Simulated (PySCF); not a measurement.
# C6H5FO (3-hydroxy-1-fluorobenzene): the cost of one run

Computed with PySCF 2.14.0, with density-fitted response routines of our own, on a single molecule, in the gas phase or a continuum. Atoms count from 0, in the outputs and in this text.

**1. Starting geometry**

13 atoms, charge 0, multiplicity 1; geometry from: GFN2-xTB. The atoms were then displaced at random by about 0.01 Å, so the start is not that level's minimum.

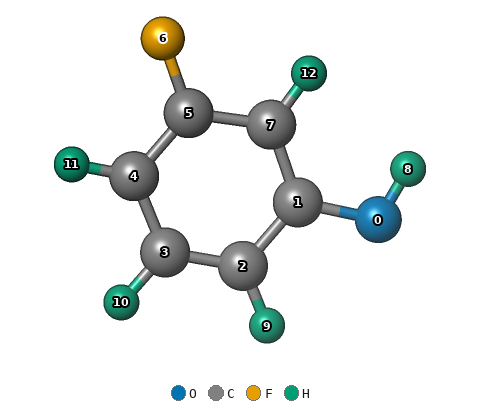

The starting geometry (oxygen blue, carbon grey, fluorine amber, hydrogen teal), atoms numbered.

**2. Relaxing the molecule at PBE0-D3(BJ)/def2-TZVP**

The job: settings as JSON, then the geometry in Å.

```
{"job": {"xc": "PBE0", "basis": "def2-TZVP", "d3": "d3bj", "grid": 2, "shake": 0.01, "kind": "geom"}, "charge": 0, "multiplicity": 1}
O      2.498280    -0.341410     0.006710
C      1.125020    -0.170010    -0.001710
C      0.317940    -1.313670     0.005000
C     -1.004910    -1.199480     0.008780
C     -1.655270     0.033530    -0.011530
C     -0.853530     1.168650    -0.017460
F     -1.415470     2.382920    -0.029800
C      0.546150     1.093710    -0.019700
H      2.908080     0.552400     0.011030
H      0.821250    -2.275760     0.035980
H     -1.652440    -2.097550     0.030690
H     -2.719190     0.144350     0.006190
H      1.089900     2.005420    -0.034500
```

Run with:

```bash
$ OMP_NUM_THREADS=1 python probes_run.py task.json out
```

The driver reads the jobs from task.json and runs them one after another.

Q: Estimate the wall time and peak memory of this first job on 1 thread of Intel Xeon 6975P-C, shared host.

About 3.6 min, with a peak of 1.4 GiB.
